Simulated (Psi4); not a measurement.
# CH4Si (SMILES C=[SiH2]): CAM-B3LYP/cc-pVTZ (sweep point 4)

What is the vertical electron affinity of CH4Si at CAM-B3LYP/cc-pVTZ (sweep point 4)? 

The results are computed with Psi4 1.11.

4 further runs of the same task are left out: 4 set aside as unsound or not needed.

### Step 1. Starting point

CH4Si has 6 atoms, charge 0, and is taken as a singlet. SMILES: `C=[SiH2]`. Geometry: relaxed at GFN2-xTB.

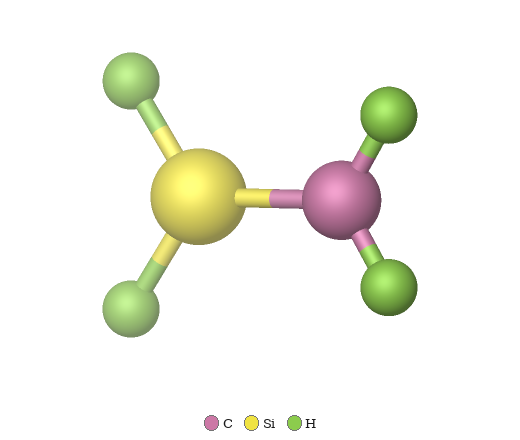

Viewed from a chosen angle; carbon pink, silicon yellow, hydrogen green.

### Step 2. The energy at CAM-B3LYP/cc-pVTZ (sweep point 4)

File run.py:

```python
import psi4

psi4.set_memory(1600000000)
psi4.set_num_threads(1)
psi4.set_output_file('output.dat', False)

m = psi4.geometry("""
C     -0.738690    -0.547160    -0.265100
Si     0.611270     0.451760     0.218260
H     -1.408510    -0.996610     0.448130
H     -0.962920    -0.758160    -1.296740
H      0.952980     0.765970     1.600750
H      1.545870     1.084200    -0.705300
symmetry c1
""")

options = {'reference': 'rks', 'puream': True, 'scf_type': 'pk', 'dft_radial_points': 50, 'dft_spherical_points': 194}
psi4.set_options(options)

e, wfn = psi4.energy('cam-b3lyp/cc-pVTZ', molecule=m, return_wfn=True)
print(f'cam-b3lyp/cc-pVTZ energy: {e:.10f} Eh')
for k, v in sorted(psi4.core.scalar_variables().items()):
    print(f'{k:45s} {v:18.10f}')
```

Started as:

```bash
python run.py
```

output.dat:

```text
[...]
  Running in c1 symmetry.
[...]
  Nuclear repulsion =   50.789467282495202
[...]
  Multiplicity = 1
[...]
  Nalpha       = 12
  Nbeta        = 12
[...]
    Number of basis functions: 120
[...]
   @RKS iter   1:  -329.66578555606975   -3.37423e-01   6.08542e-03 DIIS/ADIIS
[...]
   @RKS iter   8:  -329.93982765795892   -2.58591e-07   7.83774e-07 DIIS
[...]
    Orbital Energies [Eh]
    ---------------------
    Doubly Occupied:
       1A    -66.210822     2A    -10.238501     3A     -5.359421
       4A     -3.720764     5A     -3.717363     6A     -3.715113
       7A     -0.748754     8A     -0.589964     9A     -0.486799
      10A     -0.424609    11A     -0.421736    12A     -0.282983
[...]
  @RKS Final Energy:  -329.93982765795892
   => Energetics <=
    Nuclear Repulsion Energy =             50.7894672824952025
    One-Electron Energy =                -555.3403435269511874
    Two-Electron Energy =                 195.3643899659030296
    DFT Exchange-Correlation Energy =     -20.7533413794060024
    Empirical Dispersion Energy =           0.0000000000000000
    VV10 Nonlocal Energy =                  0.0000000000000000
    Total Energy =                       -329.9398276579589151
[...]
 Multipole Moments:
 ------------------------------------------------------------------------------------
     Multipole            Electronic (a.u.)      Nuclear  (a.u.)        Total (a.u.)
 ------------------------------------------------------------------------------------
 L = 1.  Multiply by 2.5417464519 to convert [e a0] to [Debye]
 Dipole X            :          0.8286271           -0.5841856            0.2444415
 Dipole Y            :          0.6104059           -0.4294313            0.1809746
 Dipole Z            :          0.2931962           -0.2060642            0.0871319
 Magnitude           :                                                    0.3163786
[...]
```

Standard output:

```text
cam-b3lyp/cc-pVTZ energy: -329.9398276580 Eh
CURRENT ENERGY                                   -329.9398276580
CURRENT REFERENCE ENERGY                         -329.9398276580
DD SOLVATION ENERGY                                 0.0000000000
DFT FUNCTIONAL TOTAL ENERGY                      -329.9398276580
DFT TOTAL ENERGY                                 -329.9398276580
DFT VV10 ENERGY                                     0.0000000000
DFT XC ENERGY                                     -20.7533413794
GRID ELECTRONS ALPHA                               11.9999988857
GRID ELECTRONS BETA                                11.9999988857
GRID ELECTRONS TOTAL                               23.9999977715
NUCLEAR REPULSION ENERGY                           50.7894672825
ONE-ELECTRON ENERGY                              -555.3403435270
PCM POLARIZATION ENERGY                             0.0000000000
PE ENERGY                                           0.0000000000
SCF ITERATION ENERGY                             -329.9398276580
SCF ITERATIONS                                      8.0000000000
SCF TOTAL ENERGY                                 -329.9398276580
TWO-ELECTRON ENERGY                               195.3643899659
XC GRID RADIAL POINTS                              50.0000000000
XC GRID SPHERICAL POINTS                          194.0000000000
XC GRID TOTAL POINTS                            56892.0000000000
```

It took 23 s on 1 thread of AMD EPYC 7R43 (Zen 3), shared host; peak memory 1.1 GiB.

### Step 3. The doublet anion, same level

File ch4si.py:

```python
import psi4

psi4.set_memory(1600000000)
psi4.set_num_threads(1)
psi4.set_output_file('psi4.out', False)

mol = psi4.geometry("""
-1 2
C     -0.738690    -0.547160    -0.265100
Si     0.611270     0.451760     0.218260
H     -1.408510    -0.996610     0.448130
H     -0.962920    -0.758160    -1.296740
H      0.952980     0.765970     1.600750
H      1.545870     1.084200    -0.705300
units angstrom
symmetry c1
""")

psi4.set_options({
    'basis': 'cc-pVTZ',
    'reference': 'uks',
    'puream': True,
    'scf_type': 'pk',
    'dft_radial_points': 50,
    'dft_spherical_points': 194,
    'maxiter': 150,
})

e, wfn = psi4.energy("cam-b3lyp", molecule=mol, return_wfn=True)
print('E =', round(e, 9))
for k, v in sorted(psi4.core.scalar_variables().items()):
    print(f'{k:45s} {v:18.10f}')
```

Started as:

```bash
python ch4si.py
```

psi4.out:

```text
[...]
  Running in c1 symmetry.
[...]
  Nuclear repulsion =   50.789467282495202
[...]
  Multiplicity = 2
[...]
  Nalpha       = 13
  Nbeta        = 12
[...]
    Number of basis functions: 120
[...]
   @UKS iter   1:  -329.54599773261066   -2.17635e-01   6.94368e-03 DIIS/ADIIS
[...]
   @UKS iter   9:  -329.91379807111997   -4.59268e-07   9.14387e-07 DIIS
[...]
   @S^2 Observed:                7.577350011E-01
[...]
    Orbital Energies [Eh]
    ---------------------
    Alpha Occupied:
       1A    -65.950723     2A     -9.983655     3A     -5.100832
       4A     -3.460899     5A     -3.460198     6A     -3.457509
       7A     -0.519022     8A     -0.359746     9A     -0.259389
      10A     -0.192281    11A     -0.189390    12A     -0.077048
      13A      0.059957
    Alpha Virtual:
      14A      0.259494    15A      0.282339    16A      0.312314
      17A      0.328491    18A      0.333162    19A      0.387795
      20A      0.419562    21A      0.463585    22A      0.499873
      23A      0.502759    24A      0.514523    25A      0.562943
[...]
  @UKS Final Energy:  -329.91379807111997
   => Energetics <=
    Nuclear Repulsion Energy =             50.7894672824952025
    One-Electron Energy =                -561.1742288943539734
    Two-Electron Energy =                 201.3652650159725397
    DFT Exchange-Correlation Energy =     -20.8943014752337817
    Empirical Dispersion Energy =           0.0000000000000000
    VV10 Nonlocal Energy =                  0.0000000000000000
    Total Energy =                       -329.9137980711200271
[...]
 Multipole Moments:
 ------------------------------------------------------------------------------------
     Multipole            Electronic (a.u.)      Nuclear  (a.u.)        Total (a.u.)
 ------------------------------------------------------------------------------------
 L = 1.  Multiply by 2.5417464519 to convert [e a0] to [Debye]
 Dipole X            :          0.5568663           -0.5841856           -0.0273193
 Dipole Y            :          0.4108437           -0.4294313           -0.0185876
 Dipole Z            :          0.1959551           -0.2060642           -0.0101091
 Magnitude           :                                                    0.0345549
[...]
```

On the terminal:

```text
E = -329.913798071
CURRENT ENERGY                                   -329.9137980711
CURRENT REFERENCE ENERGY                         -329.9137980711
DD SOLVATION ENERGY                                 0.0000000000
DFT FUNCTIONAL TOTAL ENERGY                      -329.9137980711
DFT TOTAL ENERGY                                 -329.9137980711
DFT VV10 ENERGY                                     0.0000000000
DFT XC ENERGY                                     -20.8943014752
GRID ELECTRONS ALPHA                               12.9999762694
GRID ELECTRONS BETA                                11.9999992717
GRID ELECTRONS TOTAL                               24.9999755412
NUCLEAR REPULSION ENERGY                           50.7894672825
ONE-ELECTRON ENERGY                              -561.1742288944
PCM POLARIZATION ENERGY                             0.0000000000
PE ENERGY                                           0.0000000000
SCF ITERATION ENERGY                             -329.9137980711
SCF ITERATIONS                                      9.0000000000
SCF TOTAL ENERGY                                 -329.9137980711
TWO-ELECTRON ENERGY                               201.3652650160
XC GRID RADIAL POINTS                              50.0000000000
XC GRID SPHERICAL POINTS                          194.0000000000
XC GRID TOTAL POINTS                            56892.0000000000
```

It took 30 s on 1 thread of AMD EPYC 7R43 (Zen 3), shared host; peak memory 1.1 GiB.

### Step 4. Summary of results

Level: CAM-B3LYP/cc-pVTZ (sweep point 4).

| quantity | value |
| --- | --- |
| singlet CH4Si: total energy | -329.93983 Eh |
| singlet CH4Si: dipole moment | 0.80 D |
| singlet CH4Si: HOMO energy | -7.70 eV |
| singlet CH4Si: LUMO energy | -0.21 eV |
| singlet CH4Si: HOMO–LUMO gap | 7.50 eV |
| doublet anion: total energy | -329.91380 Eh |
| doublet anion: HOMO energy (highest over α and β) | 1.63 eV |
| doublet anion: LUMO energy (lowest over α and β) | 6.48 eV |
| doublet anion: ⟨S²⟩ | 0.758 |
| vertical electron affinity (to the doublet anion) | -0.708 eV |

What this shows: The anion lies 0.71 eV (16.3 kcal/mol) above the neutral: the electron isn't bound at this level, and such a value depends on the basis. Without diffuse functions anions come out too high. The HOMO (doublet anion) lies at positive energy, 1.63 eV; only total energies tell whether the electron is bound.
